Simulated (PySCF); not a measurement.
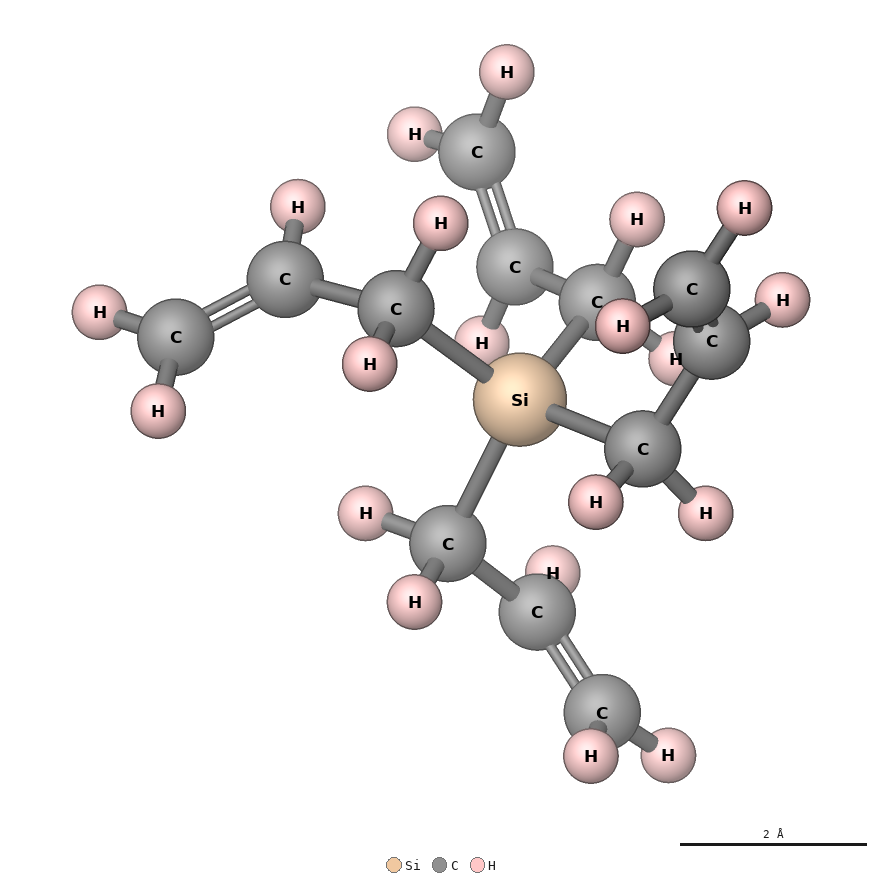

Distant atoms are faded towards the background colour. Computed geometry: PBE0-D3(BJ)/def2-SVP optimisation. No frequency run is at hand to confirm it as a minimum. Masses are those of the most abundant isotopes; constants are for the rigid equilibrium geometry.

> Classify the rotor and give the rotational constants (cm⁻¹).

An asymmetric top (C1): A = 0.0197, B = 0.0179, C = 0.0148 cm⁻¹. Ray's parameter κ is 0.25, nearer the oblate limit.
